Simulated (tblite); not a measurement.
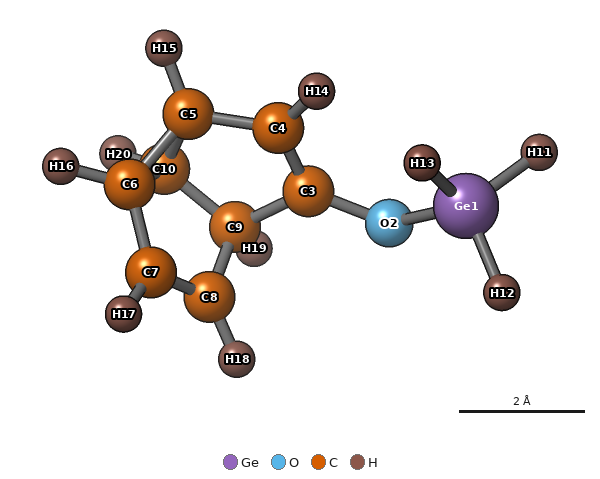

*The starting structure (ball-and-stick view, seen at a tilt; atoms are numbered from 1 in the order of the input). Sticks mark near contacts.*

## C$_{8}$H$_{10}$GeO: geometry relaxation

C$_{8}$H$_{10}$GeO, computed with GFN2-xTB geometry optimisation, gas phase (tblite 0.8.0).

It belongs to a series of runs on one base structure; here: H on C replaced by OGeH3.

### Output
```
step      E/eV     max force
  0    -766.11877    3.006
  1    -766.42982    1.465
  2    -766.53161    0.929
  3    -766.59810    0.811
  4    -766.66815    0.558
  5    -766.70824    0.476
  6    -766.74636    0.384
  7    -766.77589    0.464
  8    -766.80245    0.361
  9    -766.82241    0.334
 10    -766.83545    0.227
 11    -766.84548    0.212
 12    -766.85303    0.187
 13    -766.85951    0.190
 14    -766.86663    0.187
 15    -766.87413    0.210
 16    -766.88043    0.161
 17    -766.88526    0.138
 18    -766.88954    0.134
 19    -766.89377    0.158
 20    -766.89740    0.141
 21    -766.90000    0.108
 22    -766.90219    0.098
 23    -766.90453    0.100
 24    -766.90690    0.114
 25    -766.90905    0.098
 26    -766.91102    0.100
 27    -766.91289    0.090
 28    -766.91453    0.096
 29    -766.91575    0.067
 30    -766.91671    0.076
 31    -766.91774    0.084
 32    -766.91902    0.086
 33    -766.92038    0.095
 34    -766.92159    0.075
 35    -766.92265    0.079
 36    -766.92374    0.085
 37    -766.92500    0.090
 38    -766.92652    0.099
 39    -766.92829    0.111
 40    -766.93024    0.130
 41    -766.93214    0.110
 42    -766.93371    0.081
 43    -766.93485    0.065
 44    -766.93575    0.073
 45    -766.93653    0.072
 46    -766.93718    0.055
 47    -766.93769    0.044
 48    -766.93814    0.049
 49    -766.93864    0.069
 50    -766.93920    0.073
 51    -766.93979    0.061
 52    -766.94042    0.054
 53    -766.94115    0.071
 54    -766.94205    0.072
 55    -766.94319    0.082
 56    -766.94456    0.097
 57    -766.94606    0.107
 58    -766.94746    0.097
 59    -766.94918    0.087
 60    -766.95134    0.105
 61    -766.95337    0.115
 62    -766.95602    0.126
 63    -766.95902    0.158
 64    -766.96245    0.151
 65    -766.96437    0.237
 66    -766.96886    0.173
 67    -766.97164    0.109
 68    -766.97416    0.093
 69    -766.97581    0.097
 70    -766.97742    0.098
 71    -766.97892    0.081
 72    -766.98005    0.062
 73    -766.98070    0.046
 74    -766.98106    0.038
 75    -766.98139    0.050
 76    -766.98168    0.048
 77    -766.98194    0.049
 78    -766.98218    0.040
 79    -766.98239    0.026
 80    -766.98254    0.021
 81    -766.98264    0.021
 82    -766.98272    0.020
 83    -766.98281    0.016
 84    -766.98289    0.016
 85    -766.98294    0.017
 86    -766.98298    0.020
 87    -766.98303    0.017
 88    -766.98307    0.013
 89    -766.98309    0.008
```

### Trajectory as extended XYZ (Å, eV, eV/Å), 5 of the 90 frames kept, from step=0 to step=89
```
20
Properties=species:S:1:pos:R:3:forces:R:3 step=0 energy=-766.11877
Ge    3.3172   -0.3079   -0.3664    0.1450  -0.3000   0.2690
O     1.7626    0.1323   -1.1627   -0.9710   0.0770   0.9340
C     0.5968    0.4167   -0.4551    0.2500   0.1600  -1.3960
C     0.4313    0.8076    0.7861    0.7370   0.2850   1.8150
C    -0.9797    1.0133    1.1537    0.5190   1.7560   0.7220
C    -1.9370   -0.1140    0.9651   -2.9820  -0.3390   0.1630
C    -1.6996   -1.3685    0.2364    0.1310  -1.3570   1.3650
C    -1.0736   -1.1332   -0.8929    0.3920  -0.6490  -1.4850
C    -0.8063    0.3376   -1.0635    0.9530  -1.2500  -2.0740
C    -1.7587    0.9435   -0.1230   -0.6370   0.7380   1.4820
H     4.3927    0.7722   -0.6018   -0.5150  -0.1890   0.0270
H     3.8188   -1.6187   -1.0265   -0.3490   0.4930   0.1860
H     3.0507   -0.5088    1.1606    0.1750   0.0280  -0.7290
H     1.2665    0.9326    1.4709   -0.3160   0.0720   0.1010
H    -1.2386    1.8375    1.8742    0.3880  -1.1920  -0.4030
H    -2.9186   -0.0443    1.5571    1.5370  -0.2120  -0.6140
H    -1.9864   -2.3862    0.5651    0.1990   0.9660   0.0530
H    -0.7835   -1.8726   -1.6407    0.0380   0.2890   0.3610
H    -0.8179    0.6499   -2.0960   -0.1580   0.2360  -0.4010
H    -2.6420    1.5219   -0.3437    0.4640   0.3870  -0.3730
20
Properties=species:S:1:pos:R:3:forces:R:3 step=22 energy=-766.90219
Ge    3.2470   -0.3400   -0.3804   -0.0280   0.0090  -0.0290
O     1.6788    0.0577   -1.0782    0.0400  -0.0150  -0.0310
C     0.5620    0.4311   -0.4240    0.0790   0.0100   0.0170
C     0.4089    0.7647    0.8618    0.0010   0.0120  -0.0260
C    -1.0006    1.0122    1.1588    0.0130   0.0460  -0.0480
C    -2.0581   -0.0848    0.8528    0.0050  -0.0040   0.0580
C    -1.6351   -1.3595    0.2681    0.0230   0.0200   0.0420
C    -0.9864   -1.1608   -0.8793   -0.0470  -0.0050   0.0280
C    -0.7835    0.3136   -1.1224    0.0960  -0.0200   0.0010
C    -1.7419    0.9891   -0.1476   -0.0150  -0.0040   0.0240
H     4.1193    0.8461   -0.6441    0.0500  -0.0050   0.0010
H     3.6392   -1.5542   -1.1523    0.0500   0.0220  -0.0510
H     3.1114   -0.6122    1.0853    0.0260  -0.0520   0.0030
H     1.2145    0.8776    1.5691   -0.0760  -0.0320   0.0520
H    -1.2549    1.7013    1.9516   -0.0320  -0.0250  -0.0060
H    -2.9406   -0.0435    1.4706   -0.0640  -0.0500   0.0440
H    -1.8261   -2.3115    0.7302   -0.0540   0.0040   0.0190
H    -0.5356   -1.9077   -1.5094    0.0200   0.0220   0.0340
H    -0.7929    0.6363   -2.1578   -0.0250   0.0410  -0.0660
H    -2.4307    1.7554   -0.4559   -0.0620   0.0270  -0.0670
20
Properties=species:S:1:pos:R:3:forces:R:3 step=44 energy=-766.93575
Ge    3.2988   -0.3488   -0.4448    0.0730   0.0050   0.0000
O     1.6967    0.0787   -1.0115    0.0240  -0.0280   0.0020
C     0.5705    0.4341   -0.3664   -0.0080  -0.0270  -0.0310
C     0.3649    0.7763    0.9101    0.0250  -0.0150   0.0040
C    -1.0555    1.0422    1.1464   -0.0040   0.0280  -0.0080
C    -2.1137   -0.0513    0.8383   -0.0100   0.0110   0.0330
C    -1.6655   -1.3429    0.3193   -0.0040  -0.0040  -0.0230
C    -0.9668   -1.1804   -0.8037    0.0370   0.0060  -0.0250
C    -0.7538    0.2852   -1.1002   -0.0510   0.0180  -0.0110
C    -1.7491    0.9898   -0.1827   -0.0390   0.0070  -0.0190
H     4.1662    0.8734   -0.5426   -0.0480   0.0100   0.0350
H     3.6941   -1.3785   -1.4512   -0.0090   0.0110  -0.0090
H     3.2690   -0.8849    0.9566   -0.0360  -0.0050  -0.0100
H     1.1249    0.8616    1.6674    0.0400   0.0220   0.0140
H    -1.3413    1.7526    1.9080    0.0320   0.0080   0.0270
H    -3.0219    0.0071    1.4183   -0.0170  -0.0100   0.0280
H    -1.8839   -2.2785    0.8035   -0.0210   0.0170  -0.0010
H    -0.4753   -1.9465   -1.3757    0.0160  -0.0220  -0.0140
H    -0.7408    0.5710   -2.1499    0.0040  -0.0150   0.0360
H    -2.4226    1.7504   -0.5422   -0.0050  -0.0150  -0.0270
20
Properties=species:S:1:pos:R:3:forces:R:3 step=67 energy=-766.97164
Ge    3.2898   -0.3351   -0.4227   -0.0260  -0.0030   0.0440
O     1.6736   -0.0872   -1.0573   -0.0080   0.0600  -0.0490
C     0.5735    0.3514   -0.4158    0.0120   0.0210   0.0050
C     0.4123    0.7732    0.8448   -0.0010  -0.0450  -0.0130
C    -0.9959    1.0824    1.0989    0.0060  -0.0570   0.0540
C    -2.0859   -0.0049    0.8626    0.0100  -0.0050   0.0260
C    -1.6940   -1.3260    0.3719   -0.0230   0.0070   0.0100
C    -1.0131   -1.2241   -0.7691   -0.0380  -0.0160   0.0110
C    -0.7696    0.2241   -1.1172    0.0090  -0.0100   0.0160
C    -1.7261    0.9898   -0.2066   -0.0040  -0.0040   0.0520
H     3.8804    0.9991   -0.0691    0.0140  -0.0120   0.0320
H     3.9316   -0.9545   -1.6173   -0.0160   0.0020   0.0370
H     3.2129   -1.2350    0.7807    0.0380   0.0270  -0.0440
H     1.1973    0.8866    1.5759   -0.0060  -0.0410  -0.0220
H    -1.2566    1.8205    1.8434    0.0570   0.0140   0.0050
H    -2.9671    0.0897    1.4791   -0.0290   0.0300  -0.0220
H    -1.9546   -2.2412    0.8737    0.0300   0.0240   0.0530
H    -0.5587   -2.0284   -1.3191    0.0070   0.0170  -0.0410
H    -0.7657    0.4727   -2.1736   -0.0050   0.0100  -0.0490
H    -2.3894    1.7576   -0.5664   -0.0270  -0.0180  -0.1040
20
Properties=species:S:1:pos:R:3:forces:R:3 step=89 energy=-766.98309
Ge    3.2761   -0.3132   -0.4090    0.0060   0.0030  -0.0050
O     1.6771   -0.0762   -1.1012    0.0040  -0.0020  -0.0020
C     0.5726    0.3335   -0.4487    0.0040   0.0040  -0.0030
C     0.4266    0.7431    0.8167   -0.0030  -0.0010  -0.0020
C    -0.9727    1.0798    1.0875   -0.0030  -0.0030   0.0040
C    -2.0814    0.0134    0.8719   -0.0020  -0.0020  -0.0020
C    -1.7040   -1.3178    0.3964    0.0050  -0.0020   0.0020
C    -1.0369   -1.2383   -0.7548   -0.0040  -0.0010  -0.0030
C    -0.7811    0.2028   -1.1282    0.0020  -0.0010   0.0030
C    -1.7171    0.9894   -0.2126   -0.0010  -0.0010   0.0010
H     3.8021    0.9992    0.0951    0.0000   0.0000  -0.0010
H     3.9943   -0.8091   -1.6146    0.0020  -0.0010   0.0030
H     3.1966   -1.3137    0.7070   -0.0050  -0.0050   0.0000
H     1.2222    0.8331    1.5392   -0.0030   0.0040  -0.0050
H    -1.1963    1.8352    1.8267   -0.0020   0.0010   0.0030
H    -2.9637    0.1306    1.4838    0.0010   0.0050  -0.0020
H    -1.9487   -2.2185    0.9311   -0.0040  -0.0010   0.0020
H    -0.5989   -2.0507   -1.3070    0.0050   0.0010   0.0010
H    -0.7942    0.4364   -2.1897   -0.0030   0.0010   0.0060
H    -2.3778    1.7513   -0.5926    0.0030   0.0020   0.0000
```

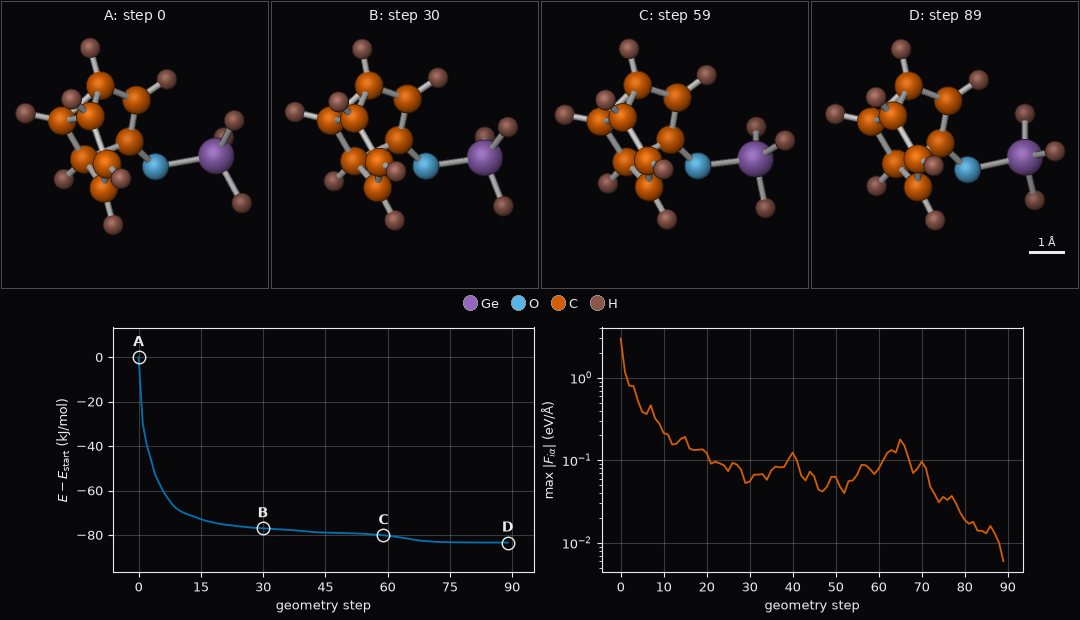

*Frames of the relaxation (ball-and-stick view, seen at a tilt) above the curves, on which the letters mark them (steps are counted from 0).*

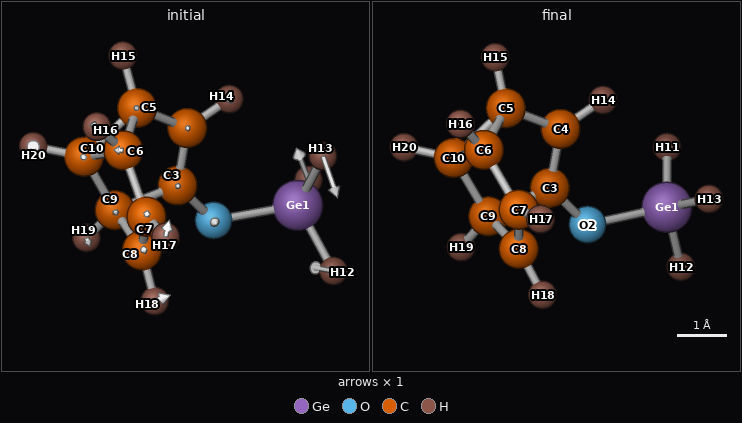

*Before (left) and after (right) the relaxation, at one scale (ball-and-stick view, seen at a tilt). The white arrows give the displacements, at true length.*

Over 89 geometry steps the energy falls by 83.4 kJ/mol. The largest force component goes from 3 to 0.006 eV/Å. The atom that moves furthest after the best rigid fit is H12 (1.01 Å). By element the largest moves are H 1.01 Å, O 0.23 Å, C 0.22 Å, Ge 0.06 Å. Among the contacts that change: C6–H16 1.148 → 1.080 Å, Ge1–H12 1.551 → 1.488 Å, C5–C6 1.491 → 1.553 Å, Ge1–H13 1.563 → 1.501 Å. Among the angles that change: C6–C10–H20 114.9° → 124.4°, C5–C6–C7 127.2° → 119.1°, O2–Ge1–H12 107.3° → 99.5°. (Atoms are counted from 1 in the order of the input.)

This output came from the following input.

### Input file
```
{"job": {"kind": "relax", "xc": "GFN2-xTB", "basis": "xTB"}, "charge": 0, "multiplicity": 1}
Ge     3.317200    -0.307900    -0.366400
O      1.762600     0.132300    -1.162700
C      0.596800     0.416700    -0.455100
C      0.431300     0.807600     0.786100
C     -0.979700     1.013300     1.153700
C     -1.937000    -0.114000     0.965100
C     -1.699600    -1.368500     0.236400
C     -1.073600    -1.133200    -0.892900
C     -0.806300     0.337600    -1.063500
C     -1.758700     0.943500    -0.123000
H      4.392700     0.772200    -0.601800
H      3.818800    -1.618700    -1.026500
H      3.050700    -0.508800     1.160600
H      1.266500     0.932600     1.470900
H     -1.238600     1.837500     1.874200
H     -2.918600    -0.044300     1.557100
H     -1.986400    -2.386200     0.565100
H     -0.783500    -1.872600    -1.640700
H     -0.817900     0.649900    -2.096000
H     -2.642000     1.521900    -0.343700
```

The first line tells a small driver script what to run in tblite; the rest is the geometry in Å.

Launch command:
```bash
OMP_NUM_THREADS=1 python <driver script> task.json out
```

### Key numbers

| quantity | value |
| --- | --- |
| outcome | converged |
| total energy | −766.9831 eV |
| hardware | 1 CPU thread, shared host |
| wall time | 1.4 s |
| peak memory | 0.18 GiB |
